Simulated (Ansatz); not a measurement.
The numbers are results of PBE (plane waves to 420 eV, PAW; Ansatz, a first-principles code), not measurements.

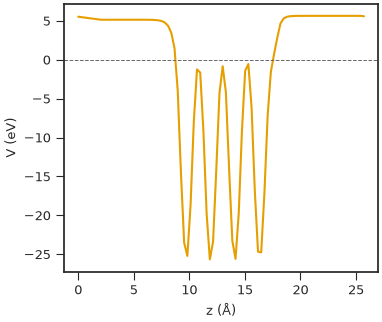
Figure. Planar average of the electrostatic potential across the slab, in eV from the Fermi level, for O on the 1x1 (111) surface of fcc Rh, one in a 2x2 cell, started at the site 'hollow Rh-Rh-Rh over Rh at depth 4.4 Å'

Set-up: 17 atoms, 6.5 Å thick at the start under the adsorbate (thin: gaps and levels are the slab's own); mesh 6x6x1; 0.1 eV smearing; dipole correction on; 8 atoms held, the rest relaxed; symmetry of the start imposed; no spin, no spin-orbit, no U, no dispersion correction. At the end it is bonded to 3 Rh. In PBE it is, or lies within 0.03 eV of, the lowest of the starts that converged.

The vacuum level lies 5.65 eV above the Fermi level over the top face and 5.15 eV above it under the bottom face.
